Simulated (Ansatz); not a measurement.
The starting structures come from a database of crystals and need not be the phases stable at ambient conditions.

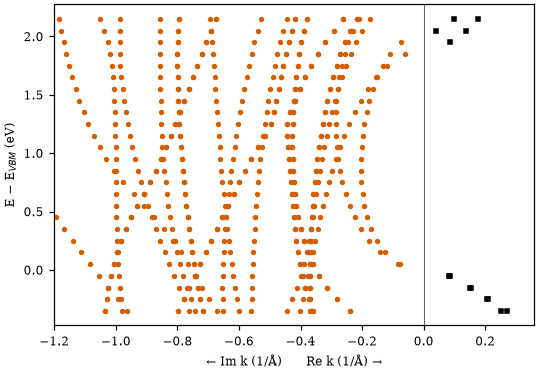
Figure: Complex bands at the centre of the two-dimensional zone; Ansatz (an electronic-structure program) with r2SCAN

The gap is the functional's own, uncorrected, and κ follows it; spin-orbit coupling is left out. Mid-gap values are interpolated between the computed energies.

Question: This is LaCuSeO (P4/nmm, not sure to be the ambient phase, 8 atoms a cell, 18.3 Å³ an atom) along the normal of (110). Read off the slowest decay at the centre of the two-dimensional zone at 0.95 eV, the computed energy nearest the middle of the gap.

Answer: κ ≈ 0.20 1/Å, a decay length 1/(2κ) of the density of 2.5 Å.
